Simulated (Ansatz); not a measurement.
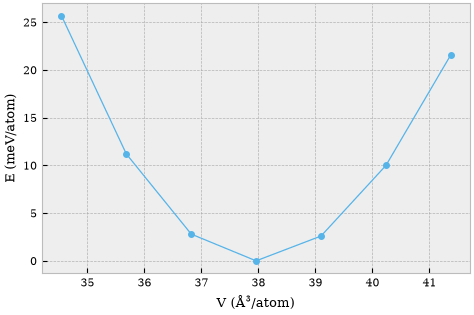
Figure. La (hcp (Mg type), P6_3/mmc) under volume change, r²SCAN (plane waves, PAW; program Ansatz), shape and atoms relaxed at each volume.

Task: What does a third-order Birch–Murnaghan fit give for V₀, B₀ and B′?

Result: V₀ = 37.97 Å³/atom, B₀ = 24.5 GPa, B′ = 1.7.

The workflow started from an entry of the Crystallography Open Database (COD). Its sites differ from those of the usual phase in this space group: another stacking or structure type. The r²SCAN relaxation kept the symmetry of its start; whether a distortion lowers the energy is not shown. Scalar-relativistic: spin–orbit coupling is off unless named, which matters more the heavier the elements.

Potentials: the earlier of the program's two PAW sets. The files were generated under PBE; for other functionals the program regenerates the frozen cores, and for LDA and PBEsol the local potential too.
